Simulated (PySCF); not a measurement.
System: C₅H₉AlO₂.

```tsv
atom	x (Å)	y (Å)	z (Å)
C	3.0422	0.3167	-1.0492
O	1.7915	-0.1496	-0.6418
Al	0.3547	-0.8202	-0.1978
C	-0.7417	-0.0294	1.4000
C	-1.9359	-0.8338	1.0557
C	-2.2412	-0.5549	-0.2119
O	-1.3888	0.4364	-0.7241
C	-0.9720	1.1435	0.4511
H	3.8165	-0.3990	-0.7621
H	3.0603	0.4387	-2.1344
H	3.2584	1.2790	-0.5788
H	-0.1633	-2.1037	-0.8353
H	-0.6190	0.2323	2.4460
H	-2.4191	-1.5556	1.6860
H	-2.9845	-0.9379	-0.8848
H	-1.7850	1.8198	0.7624
H	-0.0801	1.7298	0.2091
```

Geometry: GFN2-xTB.

All numbers below come from PySCF 2.14.0, CAM-B3LYP/def2-SVPD, SCF density, gas phase.

> Predict the electron density and electron localisation function between the atoms.

C–O (1.40 Å): ρ is about 2.1 e/Å³ halfway, with its minimum of 1.7 e/Å³ about 0.5 Å from C; the ELF peaks at about 0.90 between the atoms; a shared but strongly polarised pair.
Al–O (1.65 Å): ρ is about 0.86 e/Å³ halfway; the ELF peaks at about 0.80 in the valence shell of O, 0.6 Å from its nucleus, and is about 0.25 at the midpoint.
C–Al (2.09 Å): ρ is about 0.56 e/Å³ halfway; the ELF peaks at about 0.95 between the atoms: a shared but strongly polarised pair.
C–H (1.09 Å): ρ is about 2 e/Å³ halfway; the ELF climbs to about 1 towards the hydrogen, as it does in any bond to H: an ordinary covalent bond to hydrogen.

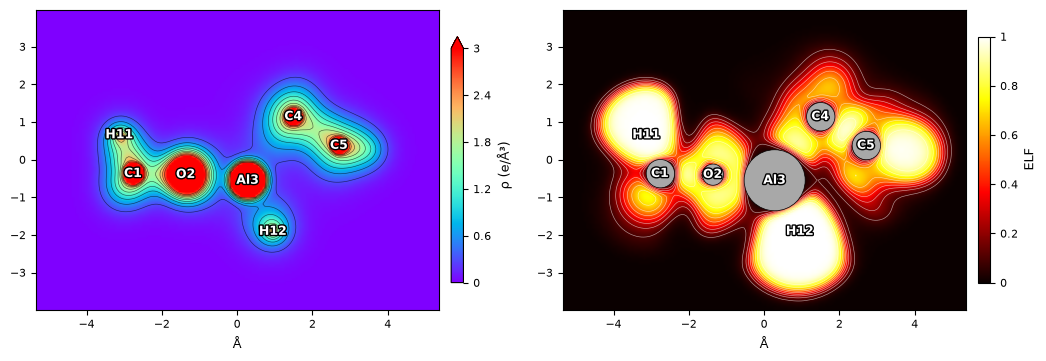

Computed electron density and electron localisation function on the plane of atoms O2, Al3 and H12, in this order. Grey discs cover the atomic cores in the ELF map. 
